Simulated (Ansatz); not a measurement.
# Ligand exchange: how K changes with temperature for HF + C3H10Si ⇌ SiH4 + C3H7F

Gas-phase species: HF (hydrogen fluoride), singlet; C3H10Si `CC(C)[SiH3]`, singlet; SiH4 (silane) `[SiH4]`, singlet; C3H7F (2-fluoropropane) `CC(C)F`, singlet. The partners trade F for SiH3: H–F and C–SiH3 bonds give way to H–SiH3 and C–F.

The electronic reaction energy at CCSD(T)/CBS estimate is +49.6 kJ/mol. Shapes: PBE0-D4/def2-TZVP. Programs: Ansatz 0.2.0. Enthalpy and entropy come from rigid-rotor, harmonic-oscillator sums on unscaled PBE0-D4/def2-TZVP wavenumbers, ideal gases at 1 bar. Symmetry numbers: HF 1, C3H10Si 1, SiH4 12, C3H7F 1. R = 8.3145 J/(mol K).

| T (K) | ΔH (kJ/mol) | ΔS (J/(mol K)) |
| --- | --- | --- |
| 400 | +44.4 | -6.8 |
| 600 | ? | ? |
| 800 | +40.6 | -13.5 |

Task: Work out ln K at 400 and 800 K, and from these estimate it at 600 K.

Result: 
1. 400 K: ΔG = +44.4 − 400 × (-6.8)/1000 = +47.1 kJ/mol; ln K = −ΔG/RT = -14.16.
2. 800 K: ΔG = +40.6 − 800 × (-13.5)/1000 = +51.4 kJ/mol; ln K = −ΔG/RT = -7.73.
3. Slope against 1000/T: (-7.73 − (-14.16))/(1.2500 − 2.5000) = -5.14, that is −ΔH/R with ΔH near +43 kJ/mol.
4. 600 K: ln K = -14.16 + (-5.14) × (1.6667 − 2.5000) = -9.88.

The full sums give ΔH = +42.2 kJ/mol, ΔS = -11.2 J/(mol K), ΔG = +48.9 kJ/mol and ln K = -9.80 at 600 K, so the line is off by -0.08 in ln K; without rounding the miss is -0.06, from the change of ΔH with temperature. The reactants are favoured over this whole range. An error of 10 kJ/mol in the energy moves ln K by 2.0 at 600 K. Soft modes are treated as harmonic, which can err either way at these temperatures; the lowest are those of C3H10Si (139 cm⁻¹), C3H7F (213 cm⁻¹). Other reactions of these species are left aside. The CBS estimate extrapolates MP2 from def2-TZVPP and def2-QZVPP and adds CCSD(T) − MP2 in the triple-zeta set, cores frozen.

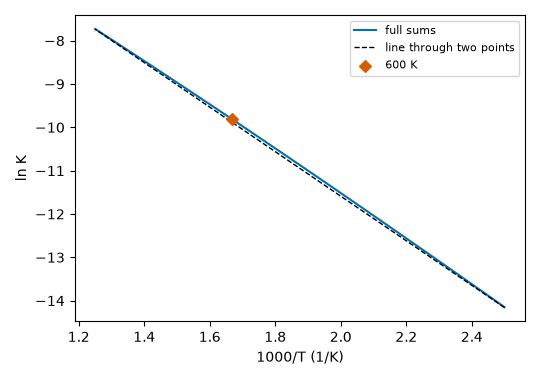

The van 't Hoff plot.
